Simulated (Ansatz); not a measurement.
**AlSiH4ClO: nudged elastic band**

- system: AlSiH4ClO
- method: RKS r2SCAN/def2-SVP (Ansatz 0.2.0)

One setting was made poor on purpose. It belongs to a series of runs on one base structure; here: an input spoilt on purpose.

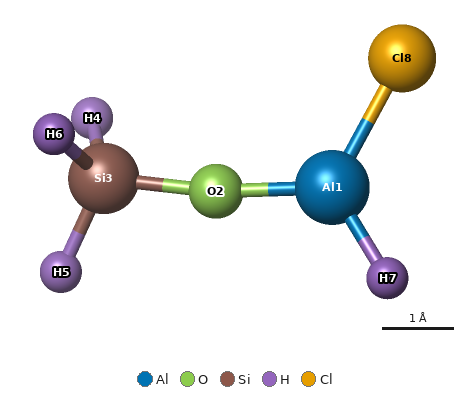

Fig. 1: The input geometry (ball-and-stick view, seen at a tilt; atoms are numbered from 1 in the order of the input). Sticks mark near contacts.

## The input
```yaml
crystal:
  periodic: [false, false, false]
  atoms:
    - { symbol: Al, position_ang: [0.517093, 0.082545, -0.310078] }
    - { symbol: O, position_ang: [0.202839, -0.218997, 1.321168] }
    - { symbol: Si, position_ang: [-0.336521, -0.516277, 2.855711] }
    - { symbol: H, position_ang: [-1.433594, -1.528966, 2.83281] }
    - { symbol: H, position_ang: [0.782995, -1.038455, 3.693525] }
    - { symbol: H, position_ang: [-0.850927, 0.744422, 3.46813] }
    - { symbol: H, position_ang: [1.98643, 0.210946, -0.837691] }
    - { symbol: Cl, position_ang: [-1.104716, 0.284084, -1.629276] }
basis:
  gaussian: { orbitals: def2-SVP }
hamiltonian:
  xc: r2scan
neb:
  order_check: false
  images: 5
  f_tol: 0.03
  max_iterations: 8
  initial_path: linear
  final_atoms:
    - { symbol: Al, position_ang: [0.32675859, 0.2461663, -1.00626674] }
    - { symbol: O, position_ang: [0.81584147, -0.23645056, 0.9465857] }
    - { symbol: Si, position_ang: [-0.19500591, -0.43330195, 2.35455569] }
    - { symbol: H, position_ang: [-1.12806427, -1.56509417, 2.16305437] }
    - { symbol: H, position_ang: [0.81184892, -0.77345171, 3.40389591] }
    - { symbol: H, position_ang: [-0.86336798, 0.84329325, 2.68924283] }
    - { symbol: H, position_ang: [1.76419594, -0.37407118, 1.10261917] }
    - { symbol: Cl, position_ang: [-1.76860776, 0.31221202, -0.25938794] }
  relax_end_points: true
```

Launch command:
```bash
ansatz run input.yaml --threads 2 --pin off --max-ram 3072MiB --backend cpu --events-out ev --progress --plain --runs-dir out
```

## The program's output
```
Error: invalid value for `basis.gaussian`: such a run doesn't read neb.relax_end_points; remove what it names
```

## Outcome

- outcome: refused by the program
- hardware: 2 threads of Intel Xeon (Granite Rapids), 32 GiB of memory available, shared host

## Diagnosis

The program refused the input: “invalid value for `basis.gaussian`: such a run doesn't read neb.relax_end_points; remove what it names” A deliberately poor setting: bad input.
